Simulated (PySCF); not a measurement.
## Electronic structure of BiCl$_{4}$ (charge −1) in real space

Input

```
mol = gto.M(atom='''
Bi     0.00000     0.00000     0.47919
Cl     2.48217     0.00000    -0.32797
Cl    -0.00000     2.48217    -0.32797
Cl    -2.48217    -0.00000    -0.32797
Cl     0.00000    -2.48217    -0.32797''',
    basis={'Bi': 'def2-SVP', 'Cl': 'def2-SVP'},
    ecp={'Bi': 'def2-SVP'},
    charge=-1, spin=0)
mf = dft.RKS(mol, xc='PBE')
mf.grids.atom_grid = (75, 302)  # f atoms: at least (60, 302), unpruned
mf = mf.density_fit()  # Bi def2-universal-JKFIT, Cl def2-universal-JKFIT
mf.conv_tol = 1e-09; mf.max_cycle = 55
mf.kernel(dm0)
```

Command:

```sh
OMP_NUM_THREADS=2 python run.py
```

Core potentials replace the inner electrons of Bi.

Theory: RKS PBE, Bi def2-SVP with ECP60, Cl def2-SVP; non-relativistic Hamiltonian with scalar-relativistic core potentials where named; density fitting (PySCF 2.14.0).

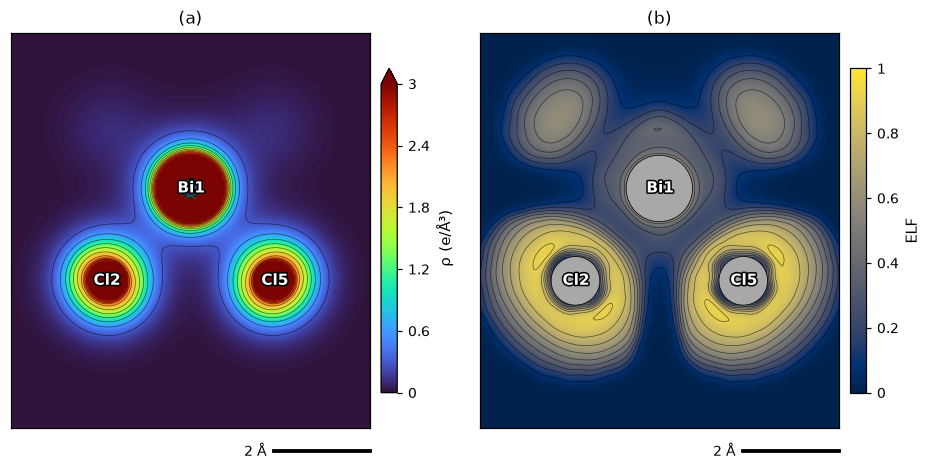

Figure 1. (a) electron density; (b) ELF on the plane of atoms Cl2, Bi1 and Cl5. Grey discs cover the atomic cores in the ELF map.

> What does the map show?

- Atoms in the plane: Bi and Cl.
- Bi–Cl (2.61 Å): the density is about 0.38 e/Å³ at the midpoint; the ELF peaks at about 0.80 in the valence shell of Cl, 0.8 Å from its nucleus, and drops to about 0.25 between the two atoms.
- The ELF also peaks beside Cl5 and Cl2, away from the bonds: lone-pair regions.

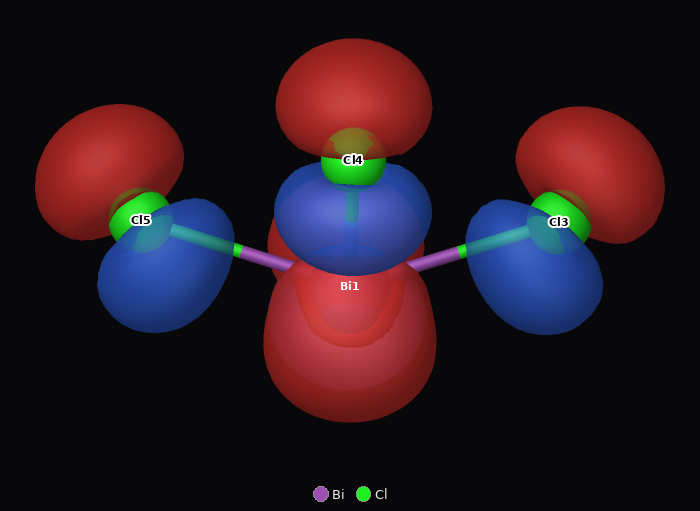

Figure 2. The HOMO−1 at ±0.1 Å⁻³ᐟ² (red and blue are the two phases), seen from one side.

> What is the character of this orbital?

It lies mainly on Cl2 (about 20 %), Cl3 (about 20 %), Cl4 (about 20 %), Cl5 (about 20 %) and Bi1 (about 15 %); largely a combination of lone pairs on Cl2, Cl3, Cl4 and Cl5. Its energy is −2.20 eV.
